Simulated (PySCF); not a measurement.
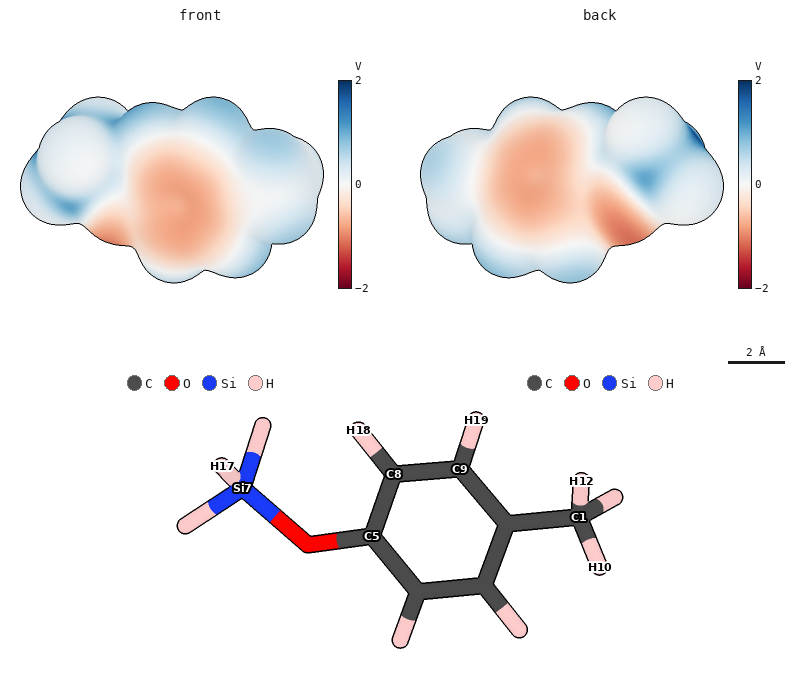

*C₇H₁₀OSi (SMILES Cc1ccc(O[SiH3])cc1). The molecular electrostatic potential painted on the density surface at 0.002 e/bohr³, seen from the front and from behind; the colour scale runs from red (negative) to blue (positive). The bare structure is drawn below in the same view.*

Geometry: PBE0-D3(BJ)/def2-SVP.

All numbers below come from PBE0/pcSseg-1, SCF density, gas phase, non-relativistic (PySCF).

```xyz
19

C    -3.2816    0.6771   -0.0096
C    -1.8070    0.4324   -0.1522
C    -1.2855   -0.8676   -0.1664
C     0.0804   -1.1035   -0.2668
C     0.9716   -0.0310   -0.3580
O     2.2927   -0.3112   -0.4578
Si    3.5808    0.7534   -0.5866
C     0.4713    1.2740   -0.3493
C    -0.9008    1.4926   -0.2482
H    -3.8701   -0.1529   -0.4274
H    -3.5688    0.7794    1.0506
H    -3.5887    1.6016   -0.5202
H    -1.9680   -1.7198   -0.0996
H     0.4824   -2.1184   -0.2810
H     4.7885   -0.1077   -0.6683
H     3.6519    1.6471    0.6083
H     3.4522    1.5950   -1.8142
H     1.1516    2.1271   -0.4261
H    -1.2736    2.5210   -0.2467
```

Which sites attract a positive test charge, and which a negative one?

Answer. A positive charge is drawn to the negative regions and a negative charge to the positive ones. The most negative region (about −1.1 V, or −25 kcal/mol for a unit charge) lies over O6, the most positive (about +1.6 V, or +37 kcal/mol for a unit charge) over Si7. O6 is the likeliest acceptor of a hydrogen bond.

What dipole moment does the calculation give?

Answer. Its dipole moment is 0.86 D.
